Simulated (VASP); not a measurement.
Band structure of AlN (wurtzite). Calculation: PBE GGA with D3 dispersion (zero damping), VASP's PBE PAW potentials (set 64) (plane waves; VASP 6.6.1).

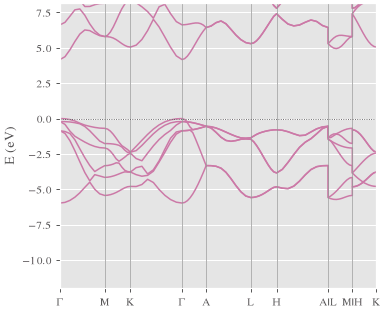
Figure: Bands along high-symmetry lines, zero at the valence-band maximum or, without a gap, the Fermi level

**Question.** Read the plot: is there a gap, and where are the band edges?

**Answer.** The gap is direct, 4.17 eV, from the valence maximum at Γ to the conduction minimum at Γ. (Edges off the drawn lines would not show.)

Measured: gap 6.51 eV (computed value off by -2.34 eV), as given by Martin Feneberg et al., Physical Review B (2010), doi:10.1103/physrevb.82.075208 [zero-point renormalisation of 0.417 eV (from the measured temperature dependence, row gaps:miglio2020:AlN_wz:gap_zpr, arXiv:2011.12765) added back].

The compound is AlN in the wurtzite structure. It was relaxed first.
